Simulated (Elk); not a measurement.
# Optical response of Au

Aim: the dielectric function of Au, and the optical constants that follow from it. The cell comes from an older database entry, whose edges can differ from later determinations, mostly by under a per cent.

Calculated with Elk 11.2.3 (patched build); DFT, PBE, all-electron APW+lo, Dirac cores, scalar-relativistic bands, independent-particle optical response without local fields.

The database entry behind the starting cell differs from later determinations by our own check (0.1 to 0.3 % short, probably kX units), so it need not match the best structure at ambient conditions.

## (1) The structure

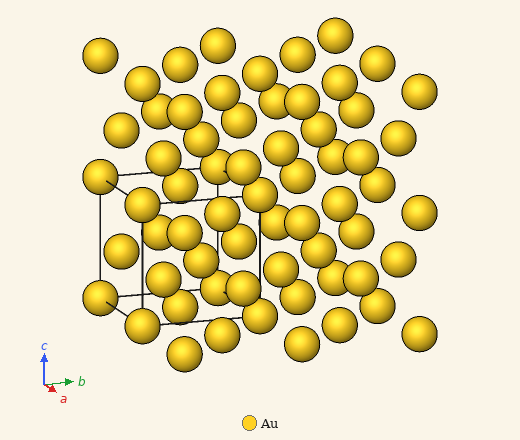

The starting structure, seen slightly off an axis (gold yellow). 2×2×2 cells are drawn. This picture shows the conventional cell, with its axes. Some periodic images of atoms are drawn too.

## (2) Ground state

The self-consistent density comes first; it also tells whether there is a gap, which decides the occupations and the need for a Drude term.

This step: DFT, PBE, all-electron APW+lo, Dirac cores, scalar-relativistic bands, ground state (Elk 11.2.3 (patched build)).

elk.in reads:

```
tasks
  0
  120

xctype
  20

nempty
  10

lorbcnd
  .true.

rgkmax
  7.0

swidth
  0.0018375

maxscl
  100

epsengy
  1e-05

sppath
  './'

avec
  0.000000000000 3.845592663613 3.845592663613
  3.845592663613 0.000000000000 3.845592663613
  3.845592663613 3.845592663613 0.000000000000

atoms
  1
  'Au.in'
  1
  0.000000000000 0.000000000000 0.000000000000   0.000 0.000 0.000

ngridk
  17 17 17
```

Launch:

```sh
> OMP_NUM_THREADS=4 elk
```

Numbers of over 12 decimals in the logs are rounded to 6 here.

The log of the run:

```text
┌─────────────────────────┐
│ Elk code version 11.2.3 │
└─────────────────────────┘

All units are atomic (Hartree, Bohr, etc.)

┌─────────────────────────────────────────────────┐
│ Ground-state run starting from atomic densities │
└─────────────────────────────────────────────────┘

Lattice vectors :
   0.000000000       3.845592664       3.845592664
   3.845592664       0.000000000       3.845592664
   3.845592664       3.845592664       0.000000000

Reciprocal lattice vectors :
 -0.8169332866      0.8169332866      0.8169332866
  0.8169332866     -0.8169332866      0.8169332866
  0.8169332866      0.8169332866     -0.8169332866

Unit cell volume      :    113.7417321
Brillouin zone volume :    2.180819730

Muffin-tin inner radius fraction :   0.1000000000E-01

Nuclei treated as point charges

Species : 1 (Au)
 parameters loaded from : Au.in
 name : gold
 nuclear charge    :   -79.00000000
 electronic charge :    79.00000000
 atomic mass :    359048.0562
 muffin-tin radius :    2.694244650
 number of radial points in muffin-tin :   1393
 inner part over the whole radius :   0.9920609842E-02
 number on inner part of muffin-tin    :    999
 approximate nuclear radius :   0.1033733540E-03
 number of mesh points to nuclear radius :    525
 atomic positions (lattice), magnetic fields (Cartesian) :
  1 :   0.00000000  0.00000000  0.00000000    0.00000000  0.00000000  0.00000000

Total number of atoms per unit cell :    1
Total muffin-tin volume :    81.92183974
 ratio of muffin-tin to unit cell volume :   0.7202443487

Spin treatment :
 spin-unpolarised

Number of Bravais lattice symmetries :   48
Number of crystal symmetries         :   48
Crystal has inversion symmetry
Real symmetric eigensolver will be used

k-point grid :     17    17    17
k-point offset :    0.000000000       0.000000000       0.000000000
k-point set is reduced with full crystal symmetry group
Total number of k-points :      165

Muffin-tin radius times maximum |G+k| :    7.000000000
 using average radius
Maximum |G+k| for APW functions       :    2.598130797
Maximum (1/2)|G+k|²                   :    3.375141819
Maximum |G| for potential and density :    12.00000000
Constant for pseudocharge density :    8
 order of it for each species :   15
 order of it for pair densities of each species (exact exchange by exxq0 0: 15) :   10
Radial integration step length :    1

G-vector grid sizes :     21    21    21
Number of G-vectors :     3287

Maximum angular momentum used for
 APW functions            :    8
 outer part of muffin-tin :    6
 inner part of muffin-tin :    2

Total nuclear charge    :   -79.00000000
Total core charge       :    48.00000000
Total valence charge    :    31.00000000
Total excess charge     :    0.000000000
Total electronic charge :    79.00000000

Effective Wigner radius, rₛ :   0.7004890954

Number of empty states         :     10
Total number of valence states :     26
Total number of core states    :     48

Conduction state local-orbitals added automatically
Third-order local-orbitals added for an l without core states : F
Total number of local-orbitals :     80

Exchange-correlation functional :     20     0     0
 Perdew-Burke-Ernzerhof, Phys. Rev. Lett. 77, 3865 (1996)
 gradient requirement :    1
 generalised gradient approximation (GGA)

Smearing type :    3
 Fermi-Dirac
Smearing width :   0.1837500000E-02
Effective electronic temperature (K) :    580.2366081

Mixing type :    3
 Broyden mixing, J. Phys. A: Math. Gen. 17, L317 (1984)

Kohn-Sham potential initialised from atomic data

┌──────────────────────────────┐
│ Self-consistent loop started │
└──────────────────────────────┘

┌─────────────────┐
│ Loop number : 1 │
└─────────────────┘

Energies :
 Fermi                       :     0.153187
 sum of occupied eigenvalues :     -11725.077205176
 electron kinetic            :      21882.148619026
 core electron kinetic       :      21003.870045619
 Coulomb                     :     -40565.011381074
 Coulomb potential           :     -33132.540018435
 nuclear-nuclear             :     -1860.1894885466
 electron-nuclear            :     -44326.489356330
 Hartree                     :      5621.6674638030
 Madelung                    :     -23998.741371856
 xc potential                :     -474.68580576636
 exchange                    :     -360.34423105687
 correlation                 :     -4.872302
 electron entropic           :    -0.63184792948145E-04
 total energy                :     -19048.079358211

Density of states at Fermi energy :    5.668568873
 (states/Hartree/unit cell)

Estimated indirect band gap :   0.6143587027E-02
 from k-point 34 to k-point 72
Estimated direct band gap   :   0.5666862835E-01
 at k-point 72

Charges :
 core                        :    48.00000000
 valence                     :    31.00000000
 interstitial                :    1.044343184
 muffin-tins (core leakage)
  species : 1 (Au)
   atom 1                    :    77.95565682     (  0.1910767386E-03)
 total in muffin-tins        :    77.95565682
 total calculated charge     :    78.99875471
 total charge                :    79.00000000
 error                       :   0.1245293344E-02

┌─────────────────┐
│ Loop number : 2 │
└─────────────────┘

Energies :
 Fermi                       :     0.154312
 sum of occupied eigenvalues :     -11725.104381804
 electron kinetic            :      21882.081751751
 core electron kinetic       :      21003.761116089
 Coulomb                     :     -40565.181217591
 Coulomb potential           :     -33132.389938326
 nuclear-nuclear             :     -1860.1894885466
 electron-nuclear            :     -44326.984983405
 Hartree                     :      5621.9932543606
 Madelung                    :     -23998.986248428
 xc potential                :     -474.79619522883
 exchange                    :     -360.35287741475
 correlation                 :     -4.872318
 electron entropic           :    -0.63848837159466E-04
 total energy                :     -19048.324724864

Density of states at Fermi energy :    5.743620979
 (states/Hartree/unit cell)

Estimated indirect band gap :   0.6194962241E-02
 from k-point 34 to k-point 72
Estimated direct band gap   :   0.5706827998E-01
 at k-point 72

Charges :
 core                        :    48.00000000
 valence                     :    31.00000000
 interstitial                :    1.042009980
 muffin-tins (core leakage)
  species : 1 (Au)
   atom 1                    :    77.95799002     (  0.1906837946E-03)
 total in muffin-tins        :    77.95799002
 total calculated charge     :    78.99875491
 total charge                :    79.00000000
 error                       :   0.1245093046E-02

RMS change in Kohn-Sham potential (target) :   0.2197888855     (  0.1000000000E-05)
Absolute change in total energy (target)   :   0.2453666531     (  0.1000000000E-04)

[... 12 loops left out ...]

┌──────────────────┐
│ Loop number : 15 │
└──────────────────┘

Energies :
 Fermi                       :     0.314824
 sum of occupied eigenvalues :     -11716.045574780
 electron kinetic            :      21887.956882547
 core electron kinetic       :      21004.119107095
 Coulomb                     :     -40570.318746152
 Coulomb potential           :     -33125.599100876
 nuclear-nuclear             :     -1860.1894885466
 electron-nuclear            :     -44344.352999712
 Hartree                     :      5634.2237421069
 Madelung                    :     -24007.519195714
 xc potential                :     -478.40335645081
 exchange                    :     -360.67155239806
 correlation                 :     -4.872489
 electron entropic           :    -0.10923657980977E-03
 total energy                :     -19047.906014704

Density of states at Fermi energy :    10.03115260
 (states/Hartree/unit cell)

Estimated indirect band gap :   0.1509066243E-02
 from k-point 34 to k-point 88
Estimated direct band gap   :   0.7744994012E-01
 at k-point 56

Charges :
 core                        :    48.00000000
 valence                     :    31.00000000
 interstitial                :   0.9344482856
 muffin-tins (core leakage)
  species : 1 (Au)
   atom 1                    :    78.06555171     (  0.1753184980E-03)
 total in muffin-tins        :    78.06555171
 total calculated charge     :    78.99876032
 total charge                :    79.00000000
 error                       :   0.1239677149E-02

RMS change in Kohn-Sham potential (target) :   0.3537466200E-07 (  0.1000000000E-05)
Absolute change in total energy (target)   :   0.4756391718E-05 (  0.1000000000E-04)

Convergence targets achieved

┌──────────────────┐
│ Loop number : 16 │
└──────────────────┘

Energies :
 Fermi                       :     0.314824
 sum of occupied eigenvalues :     -11716.045578528
 electron kinetic            :      21887.956878953
 core electron kinetic       :      21004.119104507
 Coulomb                     :     -40570.318746033
 Coulomb potential           :     -33125.599101422
 nuclear-nuclear             :     -1860.1894885466
 electron-nuclear            :     -44344.352999603
 Hartree                     :      5634.2237421168
 Madelung                    :     -24007.519195322
 xc potential                :     -478.40335605878
 exchange                    :     -360.67155239615
 correlation                 :     -4.872489
 electron entropic           :    -0.10923662756220E-03
 total energy                :     -19047.906018173

Density of states at Fermi energy :    10.03115832
 (states/Hartree/unit cell)

Estimated indirect band gap :   0.1509069619E-02
 from k-point 34 to k-point 88
Estimated direct band gap   :   0.7744994342E-01
 at k-point 56

Charges :
 core                        :    48.00000000
 valence                     :    31.00000000
 interstitial                :   0.9344482176
 muffin-tins (core leakage)
  species : 1 (Au)
   atom 1                    :    78.06555178     (  0.1753184907E-03)
 total in muffin-tins        :    78.06555178
 total calculated charge     :    78.99876032
 total charge                :    79.00000000
 error                       :   0.1239677191E-02

┌──────────────────────────────┐
│ Self-consistent loop stopped │
└──────────────────────────────┘

Warning : core states of species 1 leak from the muffin-tin :   0.1753184907E-03

Wrote STATE.OUT
```

Wall time 15 s (4 threads of Arm Neoverse V1, shared host); peak memory 0.08 GiB.

This step gave:

```
total energy           : -19048 Ha
Fermi energy           : 8.567 eV
DOS at the Fermi level : 0.3686 states/eV/cell
```

There are states at the Fermi level within the smearing, so the occupations stay smeared and the carriers get a Drude term.

## (3) Independent particles

The spectrum is a sum over vertical transitions between filled and empty bands at the fixed density, so many empty bands are needed.

This step: DFT, PBE, all-electron APW+lo, Dirac cores, scalar-relativistic bands, independent-particle optical response without local fields (Elk 11.2.3 (patched build)).

Edit elk.in of step 2 so:

```diff
@@ -1,4 +1,9 @@
 tasks
-  0
-  120
+  121
+
+optcomp
+  1 1
+
+intraband
+  .true.
 
@@ -17,9 +22,7 @@
 swidth
-  0.0018375
+  0.0055124
 
-maxscl
-  100
-
-epsengy
-  1e-05
+wplot
+  400 100 0
+  0.0 0.51449
```

Launch:

```sh
> OMP_NUM_THREADS=4 elk
```

The log of the run:

```text
┌─────────────────────────────────┐
│ Elk code version 11.2.3 started │
└─────────────────────────────────┘

Info(readinput): the functional depends on the density's gradient
 muffin-tin radial points multiplied by    2.00000
 (not where nrmtscf is given)

┌────────────────────┐
│ Current task : 121 │
└────────────────────┘
Info(checkmt): changed muffin-tin radius of species 1 (Au) from   2.8000 to   2.6942

Info(dielectric):
 dielectric tensor written to EPSILON_ij.OUT
 optical conductivity written to SIGMA_ij.OUT
 plasma frequency written to PLASMA_ij.OUT
 for components
  i = 1, j = 1

┌──────────────────┐
│ Elk code stopped │
└──────────────────┘
```

Run time: 3.2 s. Hardware: 4 threads; peak memory 0.04 GiB; 12 s of CPU time.

Numbers from this step:

* Drude plasma energy, first axis: 9.343 eV

The Im ε, E ∥ x has structure finer than the step of the table below, so its rows give means over 0.5 eV, whole bins alone (the curve runs from 0.315 to 14.0 eV). Peaks (eV: height): 2.13: 8.14, 3.01: 9.92, 4.72: 5.93, 6.86: 5.87.

Sum at mesh points, not converged in k. Table of Im ε, E ∥ x by photon energy; means over each step:

| photon energy (eV) | Im ε, E ∥ x |
| --- | --- |
| 1.0 | 14.8 |
| 1.5 | 4.73 |
| 2.0 | 5.80 |
| 2.5 | 7.01 |
| 3.0 | 8.99 |
| 3.5 | 7.97 |
| 4.0 | 6.28 |
| 4.5 | 5.04 |
| 5.0 | 4.94 |
| 5.5 | 4.40 |
| 6.0 | 4.18 |
| 6.5 | 5.02 |
| 7.0 | 5.27 |
| 7.5 | 5.15 |
| 8.0 | 5.10 |
| 8.5 | 4.06 |
| 9.0 | 3.96 |
| 9.5 | 3.29 |
| 10.0 | 2.74 |
| 10.5 | 2.50 |
| 11.0 | 2.45 |
| 11.5 | 2.72 |
| 12.0 | 2.82 |
| 12.5 | 2.82 |
| 13.0 | 2.67 |
| 13.5 | 2.54 |

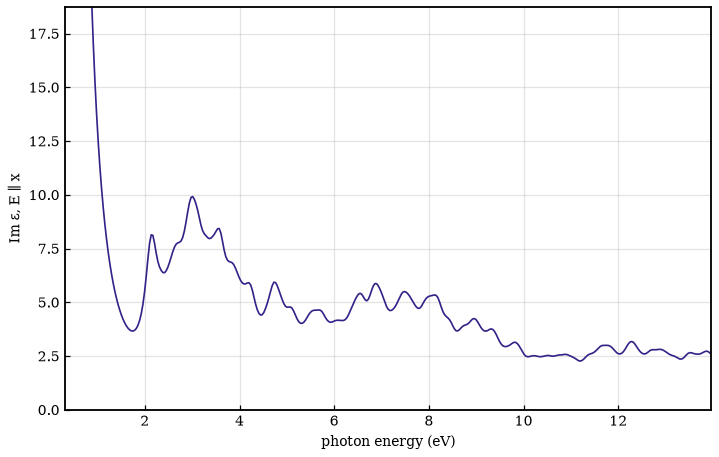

Im ε, E ∥ x, plotted against photon energy. Below 1 eV the curve runs off the scale.

Values under 1 per cm are given as 1; sum at mesh points, not converged in k. Absorption coefficient, E ∥ x against photon energy:

| photon energy (eV) | absorption coefficient, E ∥ x (1/cm) |
| --- | --- |
| 1.01 | 8.8e5 |
| 2.00 | 6.0e5 |
| 3.01 | 7.5e5 |
| 3.99 | 8.4e5 |
| 5.00 | 8.0e5 |
| 5.98 | 7.5e5 |
| 7.00 | 1.1e6 |
| 8.01 | 1.3e6 |
| 8.99 | 1.3e6 |
| 10.01 | 1.2e6 |
| 10.99 | 1.1e6 |
| 12.01 | 1.2e6 |
| 12.98 | 1.4e6 |

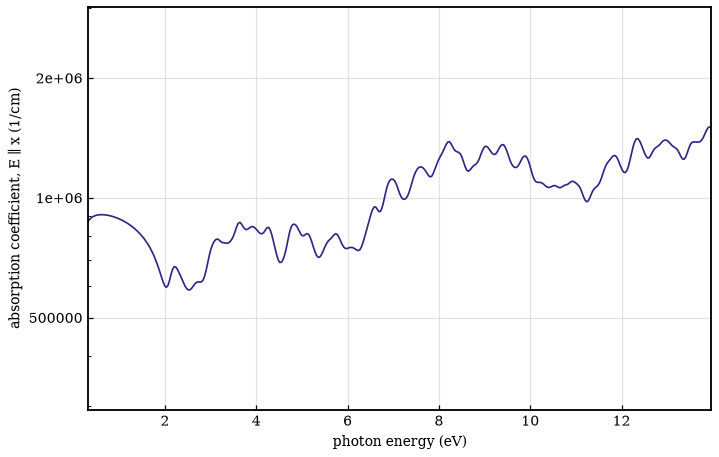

Absorption coefficient, E ∥ x, plotted against photon energy.

The reflectivity at normal incidence, E ∥ x has structure finer than the step of the table below, so its rows give means over 1 eV, whole bins alone (the curve runs from 0.315 to 14.0 eV). Peaks (eV: height): 3.1: 48.2, 4.8: 35.0, 8.2: 33.3, 12.4: 20.5.

Sum at mesh points, not converged in k. Table of reflectivity at normal incidence, E ∥ x by photon energy; means over each step:

| photon energy (eV) | reflectivity at normal incidence, E ∥ x (%) |
| --- | --- |
| 1 | 96.0 |
| 2 | 74.1 |
| 3 | 45.3 |
| 4 | 41.9 |
| 5 | 30.0 |
| 6 | 24.1 |
| 7 | 27.5 |
| 8 | 30.1 |
| 9 | 27.8 |
| 10 | 22.3 |
| 11 | 16.1 |
| 12 | 17.9 |
| 13 | 17.5 |

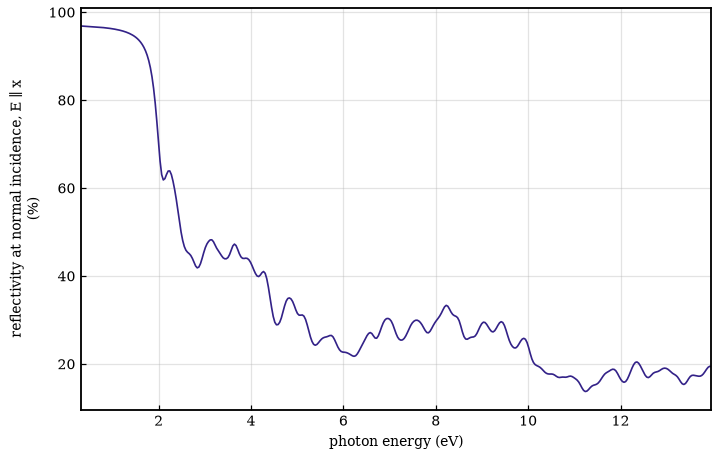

Reflectivity at normal incidence, E ∥ x against photon energy.

Sum at mesh points, not converged in k. Loss function −Im 1/ε at q → 0, E ∥ x against energy loss; read off at these points:

| energy loss (eV) | loss function −Im 1/ε at q → 0, E ∥ x |
| --- | --- |
| 0.50 | 9.1e-4 |
| 1.00 | 0.00221 |
| 1.50 | 0.00570 |
| 2.00 | 0.0599 |
| 2.50 | 0.120 |
| 3.00 | 0.0979 |
| 3.50 | 0.116 |
| 4.00 | 0.147 |
| 4.50 | 0.223 |
| 5.00 | 0.209 |
| 5.28 | 0.246 |
| 5.50 | 0.210 |
| 6.00 | 0.220 |
| 6.50 | 0.165 |
| 7.00 | 0.182 |
| 7.50 | 0.178 |
| 8.00 | 0.188 |
| 8.50 | 0.252 |
| 8.61 | 0.272 |
| 9.00 | 0.239 |
| 9.50 | 0.311 |
| 10.00 | 0.381 |
| 10.08 | 0.405 |
| 10.50 | 0.378 |
| 11.00 | 0.374 |
| 11.50 | 0.306 |
| 12.00 | 0.346 |
| 12.50 | 0.361 |
| 13.00 | 0.357 |
| 13.26 | 0.391 |
| 13.50 | 0.346 |

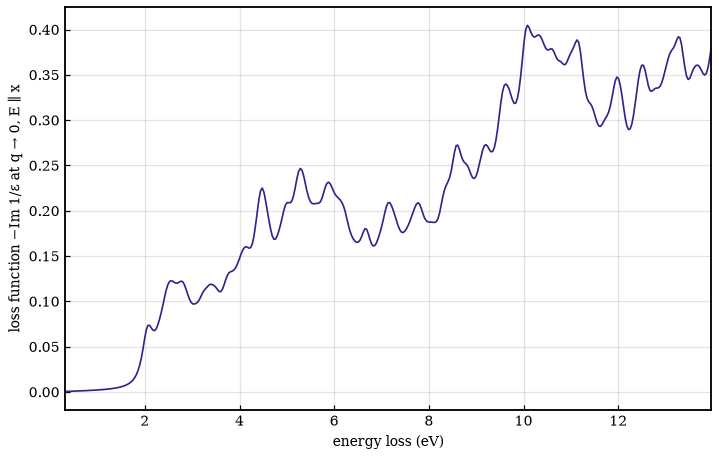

Loss function −Im 1/ε at q → 0, E ∥ x against energy loss.

Optical constants at common wavelengths, from n + ik = √ε:

| wavelength (nm) | n | k | R (%) | 1/α |
| --- | --- | --- | --- | --- |
| 1550 | 1.12 | 11.123 | 96.5 | 11 nm |
| 800 | 0.42 | 5.015 | 93.9 | 13 nm |
| 532 | 1.21 | 2.712 | 60.5 | 16 nm |
| 365 | 1.78 | 2.241 | 44.1 | 13 nm |
| 308 | 1.48 | 2.027 | 42.3 | 12 nm |
| 248 | 1.50 | 1.589 | 31.6 | 12 nm |
| 193 | 1.96 | 1.286 | 24.7 | 12 nm |

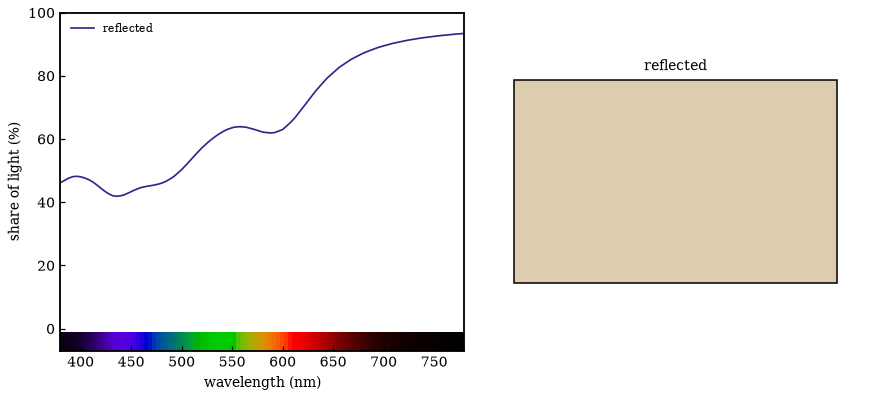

Light reflected across the visible range, with the colour that it makes of daylight (sRGB).

A polished face would reflect 61 % of daylight and look yellow (CIE x = 0.349, y = 0.364 under D65).

## (4) Results

| Property | Result |
| --- | --- |
| Drude plasma energy, first axis | 9.34 eV |

**Reading.** At this level (PBE, independent particles) Au is a metal with a Drude plasma energy of 9.3 eV. The mesh is too coarse to trust the carriers' weight, the reflectivity or the colour to better than tens of per cent. Along x the bare Drude plasma energy is 9.3 eV; Re ε first rises through zero at 4.51 eV, far lower, because interband transitions screen the carriers. Im ε is 4.5 there, so the loss peak at that energy is weak. A polished face would reflect 61 % of daylight and look yellow (CIE x = 0.349, y = 0.364 under D65). The carriers' damping of 0.15 eV is typed, not computed; at 0.8 eV the carriers give 99 % of Im ε along the first axis; the rest comes from the sum over bands, which at low energy also holds close bands and the noise of the mesh. Spin-orbit coupling is left out although heavy atoms are present. The sum runs over mesh points 0.16 Å⁻¹ apart with no interpolation, so peaks are partly noise of the mesh, and the Drude plasma energy, a sum over the Fermi surface, isn't converged.

[Machine, clock and banner lines and Python warnings are left out of the logs.]

[Logs are printed without paths, hosts, clocks, repeated set-up lines and the standing remarks that a program may print on its own settings, such as how far it seeks lower states.]

[Hosts, paths, dates, database ids (printed as entryN), source tags and the programs' standing remarks are cut or masked in the printed files.]
